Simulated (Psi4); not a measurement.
**BH2SF (SMILES FBS): MP3/def2-SVPD**

Aim: the vertical ionisation energy of BH2SF at MP3/def2-SVPD, from 2 runs. 

Program for the calculation: Psi4 1.11.

3 further runs of the same task are left out: 3 set aside as unsound or not needed.

## 1. The structure to begin with

BH2SF: 5 atoms, total charge 0, spin state singlet. As SMILES, `FBS`. The coordinates come from a PBE0-D4/def2-TZVP relaxation. This is one conformer, not always the lowest.

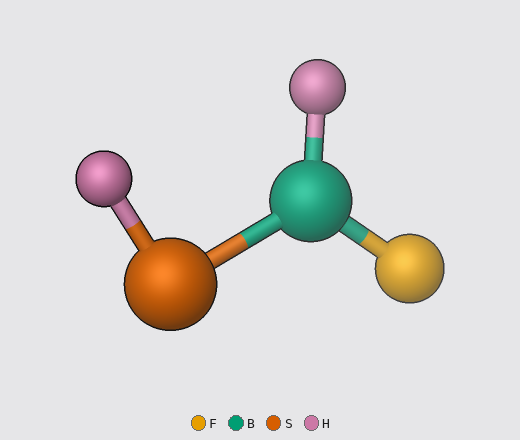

The structure, seen from a chosen angle (fluorine amber, boron teal, sulfur orange, hydrogen pink).

## 2. A single-point energy at MP3/def2-SVPD

bfh2s.xyz reads:

```xyz
5
BFH2S
F     -1.119100    -0.905900    -1.069200
B     -0.412800    -0.339100    -0.106100
S      0.972400     0.698600    -0.579400
H     -0.712000    -0.530900     1.033700
H      1.321400     1.003700     0.679600
```

run_ase.py reads:

```python
import numpy as np
from ase.calculators.psi4 import Psi4
from ase.io import read

a = read('bfh2s.xyz')
calc = Psi4(atoms=a, method='mp3', basis='def2-SVPD', memory='1600MB', num_threads=1, charge=0, multiplicity=1, label='calc')
calc.psi4.set_options({'puream': True, 'e_convergence': 1e-09, 'd_convergence': 1e-08, 'scf_type': 'pk', 'num_frozen_docc': 7, 'mp_type': 'conv'})
a.calc = calc

print(f'energy: {a.get_potential_energy():.6f} eV')
```

The run is started by

```console
$ python run_ase.py
```

calc.dat:

```text
[...]
  Running in c1 symmetry.
[...]
  Nuclear repulsion =   86.635626912480006
[...]
  Multiplicity = 1
[...]
  Nalpha       = 16
  Nbeta        = 16
[...]
    Number of basis functions: 86
[...]
   @RHF iter   1:  -522.63684753991447   -5.78764e-01   3.56768e-03 DIIS/ADIIS
[...]
   @RHF iter  11:  -522.68644962496546   -2.11458e-11   7.39267e-09 DIIS
[...]
    Orbital Energies [Eh]
    ---------------------
    Doubly Occupied:
       1A    -91.944489     2A    -26.313349     3A     -8.978341
       4A     -7.705415     5A     -6.666172     6A     -6.665114
       7A     -6.663804     8A     -1.606259     9A     -1.002730
      10A     -0.793290    11A     -0.718844    12A     -0.690897
      13A     -0.616906    14A     -0.563743    15A     -0.465154
      16A     -0.409573
[...]
  @RHF Final Energy:  -522.68644962496546
   => Energetics <=
    Nuclear Repulsion Energy =             86.6356269124800065
    One-Electron Energy =                -895.0359903588259840
    Two-Electron Energy =                 285.7139138213804586
    Total Energy =                       -522.6864496249654621
[...]
 Multipole Moments:
 ------------------------------------------------------------------------------------
     Multipole            Electronic (a.u.)      Nuclear  (a.u.)        Total (a.u.)
 ------------------------------------------------------------------------------------
 L = 1.  Multiply by 2.5417464519 to convert [e a0] to [Debye]
 Dipole X            :         -1.8287424            2.0459332            0.2171908
 Dipole Y            :         -1.4539199            1.6395140            0.1855941
 Dipole Z            :         -2.0502628            2.7032769            0.6530141
 Magnitude           :                                                    0.7127723
[...]
	SCS-MP2 Total Energy (a.u.)        :  -523.09905172475851
	SOS-MP2 Total Energy (a.u.)        :  -523.09483454535768
[...]
	SOS-PI-MP2 Total Energy (a.u.)     :  -523.12624877000314
[...]
	MP2 Total Energy (a.u.)            :  -523.10748608356016
[...]
	SCS-MP3 Total Energy (a.u.)        :  -523.10435734024770
[...]
	MP3 Total Energy (a.u.)            :  -523.12870854551682
[...]
```

Standard output:

```text
energy: -14235.057229 eV
```

Run time: 9.6 s. Hardware: 1 thread of Intel Xeon Platinum 8259CL at 2.50GHz (Skylake/Cascade Lake), shared host; peak memory 0.55 GiB.

## 3. The doublet cation

job.json reads:

```json
{
  "schema_name": "qcschema_input",
  "schema_version": 1,
  "molecule": {
    "schema_name": "qcschema_molecule",
    "schema_version": 2,
    "symbols": ["F", "B", "S", "H", "H"],
    "geometry": [-2.11479251, -1.7119029, -2.02049517, -0.78007894, -0.64080613, -0.20049994, 1.83756968, 1.32016267, -1.09490732, -1.345485, -1.0032556, 1.9534099, 2.4970841, 1.89671811, 1.28425787],
    "molecular_charge": 1,
    "molecular_multiplicity": 2,
    "fix_symmetry": "c1",
    "fix_com": true,
    "fix_orientation": true
  },
  "driver": "energy",
  "model": {
    "method": "mp3",
    "basis": "def2-SVPD"
  },
  "keywords": {
    "reference": "uhf",
    "puream": true,
    "e_convergence": 1e-09,
    "d_convergence": 1e-08,
    "scf_type": "pk",
    "num_frozen_docc": 7,
    "maxiter": 200,
    "mp_type": "conv"
  }
}
```

The run is started by

```console
$ psi4 --qcschema job.json -n 1 --memory 1600MB
```

stdout:

```text
[...]
  Running in c1 symmetry.
[...]
  Nuclear repulsion =   86.635626934592679
[...]
  Multiplicity = 2
[...]
  Nalpha       = 16
  Nbeta        = 15
[...]
    Number of basis functions: 86
[...]
   @UHF iter   1:  -522.23961459369048   -1.81531e-01   4.12343e-03 DIIS/ADIIS
[...]
   @UHF iter  16:  -522.32407220700418   -1.61435e-11   7.11095e-09 DIIS
[...]
   @S^2 Observed:                7.613162994E-01
[...]
    Orbital Energies [Eh]
    ---------------------
    Alpha Occupied:
       1A    -92.311738     2A    -26.535986     3A     -9.344022
       4A     -7.958980     5A     -7.045271     6A     -7.026945
       7A     -7.025572     8A     -1.823610     9A     -1.364473
      10A     -1.017714    11A     -0.948612    12A     -0.906831
      13A     -0.888858    14A     -0.858627    15A     -0.800714
      16A     -0.739563
    Alpha Virtual:
      17A     -0.139875    18A     -0.124808    19A     -0.087891
      20A     -0.065156    21A     -0.061763    22A     -0.057779
      23A     -0.032958    24A     -0.012575    25A     -0.004474
[...]
  @UHF Final Energy:  -522.32407220700418
   => Energetics <=
    Nuclear Repulsion Energy =             86.6356269345926790
    One-Electron Energy =                -885.7421520866025730
    Two-Electron Energy =                 276.7824529450057298
    Total Energy =                       -522.3240722070041784
  UHF NO Occupations:
  HONO-2 :   14  A 1.9995106
  HONO-1 :   15  A 1.9951519
[...]
 Multipole Moments:
 ------------------------------------------------------------------------------------
     Multipole            Electronic (a.u.)      Nuclear  (a.u.)        Total (a.u.)
 ------------------------------------------------------------------------------------
 L = 1.  Multiply by 2.5417464519 to convert [e a0] to [Debye]
 Dipole X            :         -6.1678922            7.6191867            1.4512945
 Dipole Y            :         -2.3448574            3.4049085            1.0600511
 Dipole Z            :         33.4311032          -33.4678056           -0.0367023
 Magnitude           :                                                    1.7975848
[...]
	SCS-MP2 Total Energy (a.u.)        :  -522.70387690190285
	SOS-MP2 Total Energy (a.u.)        :  -522.70094696752960
[...]
	SOS-PI-MP2 Total Energy (a.u.)     :  -522.72993733372391
[...]
	MP2 Total Energy (a.u.)            :  -522.70973677064910
[...]
	SCS-MP3 Total Energy (a.u.)        :  -522.70950289519567
[...]
	MP3 Total Energy (a.u.)            :  -522.73224074382040
[...]
```

The result, in JSON:

```text
{
 "driver": "energy",
 "model": {
  "method": "mp3",
  "basis": "def2-SVPD"
 },
 "success": true,
 "return_result": -522.7322407438204,
 "properties": {
  "calcinfo_nbasis": 86,
  "calcinfo_nmo": 86,
  "calcinfo_nalpha": 16,
  "calcinfo_nbeta": 15,
  "calcinfo_natom": 5,
  "nuclear_repulsion_energy": 86.63562693459268,
  "return_energy": -522.7322407438204,
  "scf_one_electron_energy": -885.7421520866026,
  "scf_two_electron_energy": 276.78245294500573,
  "scf_dipole_moment": [1.451294507155339, 1.0600510584943335, -0.03670234231870495],
  "scf_total_energy": -522.3240722070042,
  "scf_iterations": 16,
  "mp2_same_spin_correlation_energy": -0.09576090170225582,
  "mp2_opposite_spin_correlation_energy": -0.28990366194265466,
  "mp2_singles_energy": 0.0,
  "mp2_doubles_energy": -0.3856645636449105,
  "mp2_correlation_energy": -0.38566456364492296,
  "mp2_total_energy": -522.7097367706491
 }
}
```

It took 20 s on 1 thread of Intel Xeon Platinum 8259CL at 2.50GHz (Skylake/Cascade Lake), shared host; peak memory 0.6 GiB.

## 4. What came out

Level: MP3/def2-SVPD, 7 core orbitals frozen.

| quantity | value |
| --- | --- |
| singlet BH2SF: total energy | -523.12871 Eh |
| singlet BH2SF: HOMO energy (Hartree–Fock orbitals) | -11.15 eV |
| singlet BH2SF: LUMO energy (Hartree–Fock orbitals) | 1.91 eV |
| singlet BH2SF: HOMO–LUMO gap (Hartree–Fock orbitals) | 13.05 eV |
| singlet BH2SF: correlation energy (7 core orbitals frozen) | -442.3 mEh |
| doublet cation: total energy | -522.73224 Eh |
| doublet cation: HOMO energy (Hartree–Fock orbitals) (highest over α and β) | -19.94 eV |
| doublet cation: LUMO energy (Hartree–Fock orbitals) (lowest over α and β) | -8.80 eV |
| doublet cation: correlation energy (7 core orbitals frozen) | -408.2 mEh |
| doublet cation: ⟨S²⟩ of the reference determinant | 0.761 |
| vertical ionisation energy (to the doublet cation) | 10.788 eV |

**Reading.** The vertical ionisation energy comes to 10.79 eV (1041 kJ/mol).
